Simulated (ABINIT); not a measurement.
# Beyond one shot: CsGeCl3 (R3m)

How far does self-consistency move the gap of CsGeCl3 (R3m)?

Main program and level: ABINIT 10.8.3; LDA and many-body steps on it, plane waves.

### Step 1. The structure

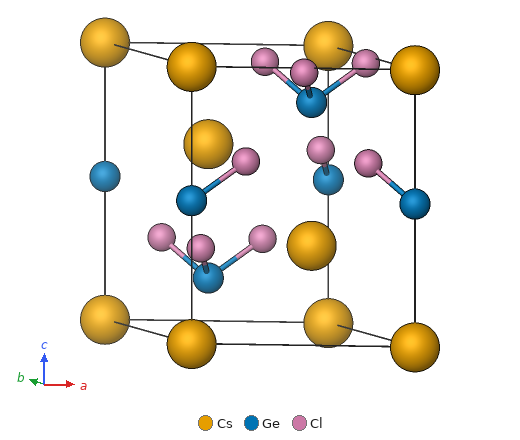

The cell as given, slightly off an axis (caesium orange, germanium blue, chlorine pink). This picture shows the conventional cell, with its axes. Bonds to atoms that aren't drawn are left out. Some periodic images of atoms are drawn too.

Structure file:

```cif
data_structure
_symmetry_space_group_name_H-M 'P 1'
_symmetry_Int_Tables_number 1
_cell_length_a 5.4619
_cell_length_b 5.4619
_cell_length_c 5.4619
_cell_angle_alpha 89.546
_cell_angle_beta 89.546
_cell_angle_gamma 89.546
_cell_volume 162.93
loop_
_atom_site_label
_atom_site_type_symbol
_atom_site_fract_x
_atom_site_fract_y
_atom_site_fract_z
_atom_site_occupancy
Cs1 Cs 0.99840 0.99840 0.99840 1
Ge2 Ge 0.51553 0.51553 0.51553 1
Cl3 Cl 0.49671 0.49671 0.94864 1
Cl4 Cl 0.49671 0.94864 0.49671 1
Cl5 Cl 0.94864 0.49671 0.49671 1
```

The cell and positions are those that the Materials Project relaxed with its own functionals (PBE, PBE+U or r2SCAN), kept fixed. Spin-orbit coupling is left out unless a step names it.

### Step 2. Empty states on the mesh, 2×2×2 mesh, 192 bands

This step: ABINIT 10.8.3; DFT, LDA, plane waves, norm-conserving pseudopotentials.

The sums over transitions need many empty states on a uniform mesh; this step solves for them.

The input, run.abi:

```
acell 3*1.0 Angstrom
rprim 
  3.846816390705 2.220960478697 3.178300533600
  -3.846816390705 2.220960478697 3.178300533600
  0.000000000000 -4.441920957394 3.178300533600
ntypat 3
znucl 55 32 17
natom 5
typat 1 2 3 3 3
xred 
  0.998403350000 0.998403350000 0.998403350000
  0.515533150000 0.515533150000 0.515533150000
  0.496712670000 0.496712670000 0.948638170000
  0.496712670000 0.948638170000 0.496712670000
  0.948638170000 0.496712670000 0.496712670000
pp_dirpath "pseudos"
pseudos "Cs.upf, Ge.upf, Cl.upf"
ecut 56
ngkpt 2 2 2
nshiftk 1
shiftk 0 0 0
kptopt 1
chksymbreak 0
iscf -2
irdden 1
istwfk *1
nband 192
nbdbuf 16
tolwfr 1e-09
nstep 60
prtvol 0
indata_prefix "in"
outdata_prefix "out"
tmpdata_prefix "tmp"
```

On the command line:

```
$ OMP_NUM_THREADS=1 mpirun -n 8 abinit run.abi > log
```

Numbers of over 12 decimals in the logs are rounded to 6 here.

The program printed:

```text
.Version 10.8.3 of ABINIT. v10.8.2 released Aug 2026.

 Symmetries : space group R3 m (#160); Bravais hR (rhombohedral)
[... echo of the input left out ...]
== DATASET  1 ==================================================================
-   mpi_nproc: 8, omp_nthreads: 1 (-1 if OMP is not activated)
-    --> not optimal distribution: autoparal keyword recommended in input file <--

--- !DatasetInfo
iteration_state: {dtset: 1, }
dimensions: {natom: 5, nkpt: 4, mband: 192, nsppol: 1, nspinor: 1, nspden: 1, mpw: 22041, }
cutoff_energies: {ecut:  56.0, pawecutdg:  -1.0, }
[...]
1.82471    1.83782    1.85296    1.85522    1.85522    1.87147    1.88158    1.88158
   1.90149    1.90149    1.91386    1.92308    1.94842    1.94891    1.97079    1.97390
 prteigrs : prtvol=0 or 1, do not print more k-points.

== END DATASET(S) ==============================================================
================================================================================

 -outvars: echo values of variables after computation  --------
            nband         192
             nkpt           4
          spgroup         160
 [... the other variables as echoed above ...]

 Calculation completed.
```

It took 2.7 min on 8 MPI ranks of Arm Neoverse V2, shared host; peak memory 1.1 GiB; 22 min of CPU time.

This step gave:

| Property | Result |
| --- | --- |
| gap | 1.977 eV |
| k of the valence top | 0.5, 0.5, 0.5 |
| k of the conduction bottom | 0.5, 0.5, 0.5 |
| least direct gap | 1.977 eV |
| k points computed | 4 |
| lowest point of the top converged band, above the valence top | 47.69 eV |

On this mesh the gap is 1.977 eV.

The density comes from a self-consistent run that is not shown.

### Step 3. Screening, 2×2×2 mesh, 176 bands, screening to 130.6 eV

The RPA dielectric matrix is built and inverted for each q.

This step: RPA screening on LDA, plane waves, norm-conserving pseudopotentials.

Changes to run.abi since step 2:

```diff
@@ -23,10 +23,11 @@
 chksymbreak 0
-iscf -2
-irdden 1
 istwfk *1
-nband 192
-nbdbuf 16
-tolwfr 1e-09
-nstep 60
-prtvol 0
+occopt 1
+irdwfk 1
+optdriver 3
+nband 176
+ecuteps 4.8
+inclvkb 2
+awtr 1
+symchi 1
 indata_prefix "in"
```

The program printed:

```text
.Version 10.8.3 of ABINIT. v10.8.2 released Aug 2026.

 Symmetries : space group R3 m (#160); Bravais hR (rhombohedral)
[... echo of the input left out ...]
== DATASET  1 ==================================================================
-   mpi_nproc: 8, omp_nthreads: 1 (-1 if OMP is not activated)

--- !DatasetInfo
iteration_state: {dtset: 1, }
dimensions: {natom: 5, nkpt: 4, mband: 176, nsppol: 1, nspinor: 1, nspden: 1, mpw: 22041, }
cutoff_energies: {ecut:  56.0, pawecutdg:  -1.0, }
electrons: {nelect:   5.20000000E+01, charge:   0.00000000E+00, occopt:   1.00000000E+00, tsmear:   1.00000000E-02, }

 SCREENING: Calculation of the susceptibility and dielectric matrices

 Based on a program developped by R.W. Godby, V. Olevano, G. Onida, and L. Reining.
 Incorporated in ABINIT by V. Olevano, G.-M. Rignanese, and M. Torrent.
.Using double precision arithmetic ; gwpc =  8

[... cell and pseudopotentials left out ...]
--------------------------------------------------------------------------------

 ==== K-mesh for the wavefunctions ====
 Number of points in the irreducible wedge :     4
[... list of points left out ...]
 Together with  6 symmetry operations and time-reversal symmetry
 yields     8 points in the full Brillouin Zone.

 ==== Q-mesh for the screening function ====
 Number of points in the irreducible wedge :     4
[... list of points left out ...]
 Together with  6 symmetry operations and time-reversal symmetry
 yields     8 points in the full Brillouin Zone.

 setmesh: FFT mesh size selected  =    45x   45x   45
          total number of points  =        91125

 vcoul_init : cutoff-mode = AUXILIARY_FUNCTION
 q-points for optical limit:   1
     1)      0.000010    0.000020    0.000030

- screening: taking advantage of time-reversal symmetry
- Maximum band index for partially occupied states nbvw = 26
- Remaining bands to be divided among processors   nbcw = 150
- Number of bands treated by each node ~18

 Number of electrons calculated from density =   52.0000; Expected =   52.0000
 average of density, n =  0.047295
 r_s =    1.7154
 omega_plasma =   20.9780 [eV]

 calculating chi0 at frequencies [eV] :
  1    0.000000E+00    0.000000E+00
  2    0.000000E+00    2.097803E+01

--------------------------------------------------------------------------------
  q-point number  1        q = ( 0.000000, 0.000000, 0.000000) [r.l.u.]
--------------------------------------------------------------------------------
[... chi0 elements left out ...]
 For q-point:  0.000010 0.000020 0.000030
  dielectric constant =   5.9633
  dielectric constant without local fields =   7.2310

  Average fulfillment of the sum rule on Im[epsilon] for q-point    1 :     51.53  [%]
[... wings left out ...]
  q-point number  2        q = ( 0.500000, 0.000000, 0.000000) [r.l.u.]
--------------------------------------------------------------------------------
[... chi0 elements left out ...]
  Average fulfillment of the sum rule on Im[epsilon] for q-point    2 :     55.56  [%]

 [... 2 further q-points ...]
```

Elapsed: 53 s, on 8 MPI ranks; peak memory 4.8 GiB.

This step gave:

| Item | Value |
| --- | --- |
| ε∞ with local fields, on this mesh, along the program's q direction | 5.963 |
| the same without local fields | 7.231 |
| plasma frequency | 20.98 eV |
| plane waves in the screening matrix | 527 |

Local fields lower ε∞ by 18 %. On a Γ-centred mesh this coarse the value itself is usually too large, while a short band sum pulls it down.

### Step 4. G0W0

The self-energy is evaluated for the states that the input lists, and the levels follow from it, in one-shot runs by the linearised quasiparticle equation.

This step: G0W0 on LDA, plane waves, norm-conserving pseudopotentials.

Changes to run.abi since step 3:

```diff
@@ -26,8 +26,17 @@
 irdwfk 1
-optdriver 3
+optdriver 4
 nband 176
+gwcalctyp 0
+ecutsigx 56
+symsigma 1
+nkptgw 2
+kptgw 
+  0.5000000000 0.5000000000 0.5000000000
+  0.0000000000 0.0000000000 0.0000000000
+bdgw 
+  25 28
+  24 29
 ecuteps 4.8
-inclvkb 2
-awtr 1
-symchi 1
+irdscr 1
+ppmodel 1
 indata_prefix "in"
```

The program printed:

```text
.Version 10.8.3 of ABINIT. v10.8.2 released Aug 2026.

 Symmetries : space group R3 m (#160); Bravais hR (rhombohedral)
[... echo of the input left out ...]
== DATASET  1 ==================================================================
-   mpi_nproc: 8, omp_nthreads: 1 (-1 if OMP is not activated)

--- !DatasetInfo
iteration_state: {dtset: 1, }
dimensions: {natom: 5, nkpt: 4, mband: 176, nsppol: 1, nspinor: 1, nspden: 1, mpw: 22041, }
cutoff_energies: {ecut:  56.0, pawecutdg:  -1.0, }
electrons: {nelect:   5.20000000E+01, charge:   0.00000000E+00, occopt:   1.00000000E+00, tsmear:   1.00000000E-02, }

 SIGMA: Calculation of the GW corrections

 Based on a program developped by R.W. Godby, V. Olevano, G. Onida, and L. Reining.
 Incorporated in ABINIT by V. Olevano, G.-M. Rignanese, and M. Torrent.
.Using double precision arithmetic ; gwpc =  8

[... cell and pseudopotentials left out ...]
--------------------------------------------------------------------------------

 ==== K-mesh for the wavefunctions ====
 Number of points in the irreducible wedge :     4
[... list of points left out ...]
 Together with  6 symmetry operations and time-reversal symmetry
 yields     8 points in the full Brillouin Zone.

 ==== Q-mesh for screening function ====
 Number of points in the irreducible wedge :     4
[... list of points left out ...]
 Together with  6 symmetry operations and time-reversal symmetry
 yields     8 points in the full Brillouin Zone.

 vcoul_init : cutoff-mode = AUXILIARY_FUNCTION
 q-points for optical limit:   1
     1)      0.000010    0.000020    0.000030
 setmesh: FFT mesh size selected  =    72x   72x   72
          total number of points  =       373248

 Number of electrons calculated from density =   52.0000; Expected =   52.0000
 average of density, n =  0.047295
 r_s =    1.7154
 omega_plasma =   20.9780 [eV]

 === KS Band Gaps ===
  >>>> For spin  1
   Minimum direct gap =   1.9771 [eV], located at k-point      :   0.5000  0.5000  0.5000
   Fundamental gap    =   1.9771 [eV], Top of valence bands at :   0.5000  0.5000  0.5000
                                       Bottom of conduction at :   0.5000  0.5000  0.5000
 SIGMA fundamental parameters:
 PLASMON POLE MODEL  1
 number of plane-waves for SigmaX                22041
 number of plane-waves for SigmaC and W            527
 number of plane-waves for wavefunctions         22041
 number of bands                                   176
 number of independent spin polarizations            1
 number of spinorial components                      1
 number of k-points in IBZ                           4
 number of q-points in IBZ                           4
 number of symmetry operations                       6
 number of k-points in BZ                            8
 number of q-points in BZ                            8
 number of frequencies for dSigma/dE                 9
 frequency step for dSigma/dE [eV]                0.25
 number of omega for Sigma on real axis              0
 max omega for Sigma on real axis  [eV]           0.00
 zcut for avoiding poles [eV]                     0.10

 EPSILON^-1 parameters (SCR file):
 dimension of the eps^-1 matrix on file            527
 dimension of the eps^-1 matrix used               527
 number of plane-waves for wavefunctions         22041
 number of bands                                   176
 number of q-points in IBZ                           4
 number of frequencies                               2
 number of real frequencies                          1
 number of imag frequencies                          1

 matrix elements of self-energy operator (all in [eV])

 Perturbative Calculation

--- !SelfEnergy_ee
iteration_state: {dtset: 1, }
kpoint     : [   0.500,    0.500,    0.500, ]
spin       : 1
KS_gap     :    1.977
QP_gap     :    3.621
Delta_QP_KS:    1.644
data: !SigmaeeData |
     Band     E0 <VxcDFT>   SigX SigC(E0)      Z dSigC/dE  Sig(E)    E-E0       E
       25  -0.190 -14.219 -18.514   2.995   0.772  -0.296 -15.222  -1.004  -1.194
       26   1.959 -14.764 -16.833   1.522   0.787  -0.270 -15.194  -0.431   1.528
       27   3.936 -11.282  -6.604  -3.177   0.808  -0.238 -10.069   1.213   5.149
       28   3.936 -11.282  -6.604  -3.177   0.808  -0.238 -10.069   1.213   5.149

--- !SelfEnergy_ee
iteration_state: {dtset: 1, }
kpoint     : [   0.000,    0.000,    0.000, ]
spin       : 1
KS_gap     :    5.520
QP_gap     :    7.241
Delta_QP_KS:    1.721
data: !SigmaeeData |
     Band     E0 <VxcDFT>   SigX SigC(E0)      Z dSigC/dE  Sig(E)    E-E0       E
       24  -0.526 -14.055 -18.275   2.953   0.772  -0.295 -15.034  -0.979  -1.505
       25  -0.526 -14.055 -18.275   2.953   0.772  -0.295 -15.034  -0.979  -1.505
       26  -0.340 -13.977 -17.781   2.668   0.774  -0.292 -14.856  -0.879  -1.219
       27   5.180  -7.348  -3.022  -3.323   0.839  -0.192  -6.506   0.842   6.022
       28   6.059  -7.267  -2.987  -3.213   0.841  -0.189  -6.370   0.897   6.956
       29   6.059  -7.267  -2.987  -3.213   0.841  -0.189  -6.370   0.897   6.956

== END DATASET(S) ==============================================================
================================================================================

 -outvars: echo values of variables after computation  --------
           etotal      0.0000000000E+00
            nband         176
             nkpt           4
          spgroup         160
 [... the other variables as echoed above ...]

 Calculation completed.
```

Elapsed: 15 s, on 8 MPI ranks; peak memory 2.9 GiB.

This step gave:

```yaml
g0w0_gap_on_the_points_computed: 3.621 eV
starting_gap_on_the_mesh: 1.977 eV
k_of_the_valence_top: 0.5, 0.5, 0.5
k_of_the_conduction_bottom: 0.5, 0.5, 0.5
z_at_the_valence_top: 0.787
z_at_the_conduction_bottom: 0.808
least_direct_g0w0_gap_on_the_computed_points: 3.621 eV
```

The gap on the mesh goes from 1.98 eV to 3.62 eV, a correction of +1.64 eV.

### Step 5. evGW0, cycle 1

This step: evGW0 on LDA, plane waves, norm-conserving pseudopotentials.

Changes to run.abi since step 4:

```diff
@@ -28,12 +28,16 @@
 nband 176
-gwcalctyp 0
+gwcalctyp 10
 ecutsigx 56
 symsigma 1
-nkptgw 2
+nkptgw 4
 kptgw 
+  0.0000000000 0.0000000000 0.0000000000
+  0.5000000000 0.0000000000 0.0000000000
+  0.5000000000 0.5000000000 0.0000000000
   0.5000000000 0.5000000000 0.5000000000
-  0.0000000000 0.0000000000 0.0000000000
 bdgw 
-  25 28
-  24 29
+  14 35
+  14 35
+  14 35
+  14 35
 ecuteps 4.8
```

The program printed:

```text
.Version 10.8.3 of ABINIT. v10.8.2 released Aug 2026.

 Symmetries : space group R3 m (#160); Bravais hR (rhombohedral)
[... echo of the input left out ...]
== DATASET  1 ==================================================================
-   mpi_nproc: 8, omp_nthreads: 1 (-1 if OMP is not activated)

--- !DatasetInfo
iteration_state: {dtset: 1, }
dimensions: {natom: 5, nkpt: 4, mband: 176, nsppol: 1, nspinor: 1, nspden: 1, mpw: 22041, }
cutoff_energies: {ecut:  56.0, pawecutdg:  -1.0, }
electrons: {nelect:   5.20000000E+01, charge:   0.00000000E+00, occopt:   1.00000000E+00, tsmear:   1.00000000E-02, }

 SIGMA: Calculation of the GW corrections

 Based on a program developped by R.W. Godby, V. Olevano, G. Onida, and L. Reining.
 Incorporated in ABINIT by V. Olevano, G.-M. Rignanese, and M. Torrent.
.Using double precision arithmetic ; gwpc =  8

[... cell and pseudopotentials left out ...]
--------------------------------------------------------------------------------

 ==== K-mesh for the wavefunctions ====
 Number of points in the irreducible wedge :     4
[... list of points left out ...]
 Together with  6 symmetry operations and time-reversal symmetry
 yields     8 points in the full Brillouin Zone.

 ==== Q-mesh for screening function ====
 Number of points in the irreducible wedge :     4
[... list of points left out ...]
 Together with  6 symmetry operations and time-reversal symmetry
 yields     8 points in the full Brillouin Zone.

 vcoul_init : cutoff-mode = AUXILIARY_FUNCTION
 q-points for optical limit:   1
     1)      0.000010    0.000020    0.000030
 setmesh: FFT mesh size selected  =    72x   72x   72
          total number of points  =       373248

 Number of electrons calculated from density =   52.0000; Expected =   52.0000
[...]
--- !SelfEnergy_ee
iteration_state: {dtset: 1, }
kpoint     : [   0.500,    0.500,    0.000, ]
spin       : 1
KS_gap     :    3.106
QP_gap     :    4.902
Delta_QP_KS:    1.796
data: !SigmaeeData |
     Band     E_DFT   <VxcDFT>   E(N-1)  <Hhartree>   SigX  SigC[E(N-1)]    Z     dSigC/dE  Sig[E(N)]  DeltaE  E(N)_pert E(N)_diago
[...]
--- !SelfEnergy_ee
iteration_state: {dtset: 1, }
kpoint     : [   0.500,    0.500,    0.500, ]
spin       : 1
KS_gap     :    1.977
QP_gap     :    3.621
Delta_QP_KS:    1.644
data: !SigmaeeData |
     Band     E_DFT   <VxcDFT>   E(N-1)  <Hhartree>   SigX  SigC[E(N-1)]    Z     dSigC/dE  Sig[E(N)]  DeltaE  E(N)_pert E(N)_diago
[...]
34     8.907    -8.898     8.907    17.805    -3.879    -3.454     0.834    -0.198    -7.592     1.306    10.213    10.473
       35     8.907    -8.898     8.907    17.805    -3.879    -3.454     0.834    -0.198    -7.592     1.306    10.213    10.473

 New Fermi energy :        1.258353E-01 Ha ,    3.424153E+00 eV

 === QP Band Gaps ===
  >>>> For spin  1
   Minimum direct gap =   4.0252 [eV], located at k-point      :   0.5000  0.5000  0.5000
   Fundamental gap    =   4.0252 [eV], Top of valence bands at :   0.5000  0.5000  0.5000
                                       Bottom of conduction at :   0.5000  0.5000  0.5000

 writing QP data on file : out_QPS

 Convergence of QP corrections
 >>>>> For spin  1 <<<<<
.  kptgw no:  1; Maximum DeltaE = (   0.000   0.000) for band index:  2
.  kptgw no:  2; Maximum DeltaE = (  -0.979  -0.000) for band index:  3
.  kptgw no:  3; Maximum DeltaE = (  -0.603  -0.000) for band index:  4
.  kptgw no:  4; Maximum DeltaE = (  -0.498   0.000) for band index:  4

== END DATASET(S) ==============================================================
================================================================================

 -outvars: echo values of variables after computation  --------
           etotal      0.0000000000E+00
            nband         176
             nkpt           4
          spgroup         160
 [... the other variables as echoed above ...]

 Calculation completed.
```

The job ended after 2.1 min (8 MPI ranks; peak memory 7.4 GiB).

Numbers from this step:

| Quantity | Value |
| --- | --- |
| quasiparticle gap on the mesh | 4.025 eV |
| gap of the density functional on the mesh | 1.977 eV |
| k of the valence top | 0.5, 0.5, 0.5 |
| k of the conduction bottom | 0.5, 0.5, 0.5 |
| Z at the valence top | 0.787 |
| Z at the conduction bottom | 0.808 |
| least direct quasiparticle gap on the computed points | 4.025 eV |

Against G0W0 in ABINIT (2×2×2 mesh, 176 bands, screening to 130.6 eV, Godby-Needs plasmon pole), the gap moves by +0.404 eV. This first cycle still uses the starting levels; it takes the full correction, at all points of the mesh, and its linearised value is 3.621 eV.

### Step 6. evGW0, cycle 2

The corrected levels of the last cycle go back in.

Changes to run.abi since step 5:

```diff
@@ -45,2 +45,3 @@
 ppmodel 1
+irdqps 1
 indata_prefix "in"
```

The program printed:

```text
.Version 10.8.3 of ABINIT. v10.8.2 released Aug 2026.

 Symmetries : space group R3 m (#160); Bravais hR (rhombohedral)
[... echo of the input left out ...]
== DATASET  1 ==================================================================
-   mpi_nproc: 8, omp_nthreads: 1 (-1 if OMP is not activated)

--- !DatasetInfo
iteration_state: {dtset: 1, }
dimensions: {natom: 5, nkpt: 4, mband: 176, nsppol: 1, nspinor: 1, nspden: 1, mpw: 22041, }
cutoff_energies: {ecut:  56.0, pawecutdg:  -1.0, }
[...]
.  kptgw no:  2; Maximum DeltaE = (   0.083   0.001) for band index: 19
.  kptgw no:  3; Maximum DeltaE = (   0.101  -0.000) for band index: 16
.  kptgw no:  4; Maximum DeltaE = (   0.083  -0.000) for band index: 21

== END DATASET(S) ==============================================================
================================================================================

 -outvars: echo values of variables after computation  --------
           etotal      0.0000000000E+00
            nband         176
             nkpt           4
          spgroup         160
 [... the other variables as echoed above ...]

 Calculation completed.
```

Wall time 2.1 min (8 MPI ranks); peak memory 7.4 GiB.

This step gave:

```
quasiparticle gap on the mesh                         : 3.818 eV
gap of the density functional on the mesh             : 1.977 eV
k of the valence top                                  : 0.5, 0.5, 0.5
k of the conduction bottom                            : 0.5, 0.5, 0.5
least direct quasiparticle gap on the computed points : 3.818 eV
```

Against the cycle before, the gap moves by −0.207 eV.

(Part 1 of 3 ends here.)

[Paths, hosts, dates, memory and timing lines, banners, echoed tables and standing remarks are left out of the program output.]

[Logs are printed without paths, hosts, clocks, repeated set-up lines and the standing remarks that a program may print on its own settings, such as how far it seeks lower states.]

[Runs of the session that timed out or met a known fault of the program may be left out.]

[Hosts, paths, dates, database ids (printed as entryN), source tags and the programs' standing remarks are cut or masked in the printed files.]

[G0W0 gaps are taken among the corrected bands and points alone; a level outside them can change the order at an edge.]

[Where Ansatz stands beside ABINIT at settings called matched, ABINIT's density can come from a denser mesh and the files from another edition; pairs whose starting gaps differed by over 0.03 eV were left out, so agreement reads better than it is.]
